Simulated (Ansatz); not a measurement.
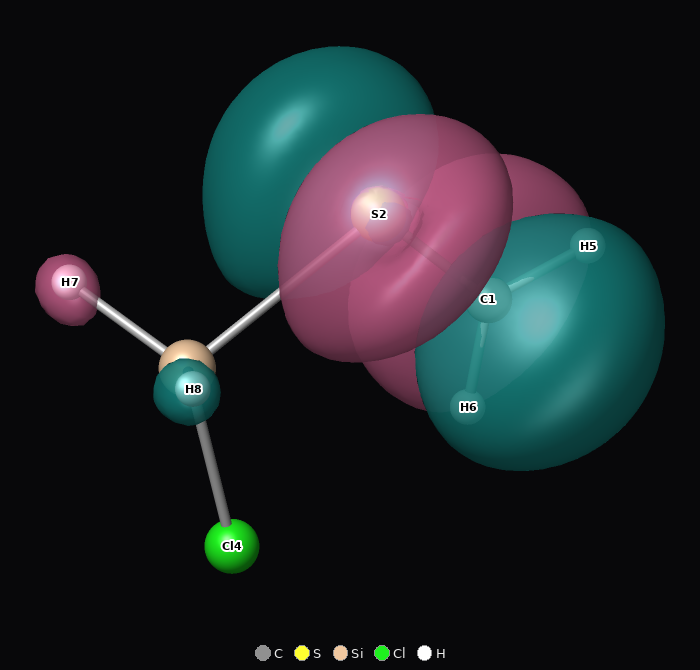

The picture shows: CH4ClSSi (charge +1). One frontier orbital at ±0.08 Å⁻³ᐟ² (teal and pink are the two phases), seen at a tilt.

The calculation used RKS B3LYP-D4/def2-SVP in Ansatz.

Input file:

```
crystal:
  periodic: [false, false, false]
  atoms:
    - { symbol: C, position_ang: [-0.51861, 1.3902, 0.85351] }
    - { symbol: S, position_ang: [-0.44396, -0.17066, 1.24409] }
    - { symbol: Si, position_ang: [0.43781, -1.25704, -0.66965] }
    - { symbol: Cl, position_ang: [0.61351, 0.13657, -2.04757] }
    - { symbol: H, position_ang: [-0.89176, 2.10072, 1.57952] }
    - { symbol: H, position_ang: [-0.21335, 1.77205, -0.11135] }
    - { symbol: H, position_ang: [-0.63466, -2.22629, -0.81146] }
    - { symbol: H, position_ang: [1.65101, -1.74555, -0.03709] }
total_charge: 1
basis:
  gaussian: { orbitals: def2-SVP }
hamiltonian:
  xc: b3lyp
  dispersion: d4
relax:
  f_tol: 0.015
  max_steps: 40
output:
  orbitals: {}
```

Command:

```sh
ansatz run input.yaml --threads 1 --pin off --max-ram 2048MiB --backend cpu --events-out ev --progress --plain --runs-dir out
```

The fields are those of the relaxed geometry.

### Which orbital is it: HOMO or LUMO?

The LUMO, at −9.12 eV. It lies mainly on C1 (about 50 %) and S2 (about 40 %); π-antibonding (π*) across C1–S2.
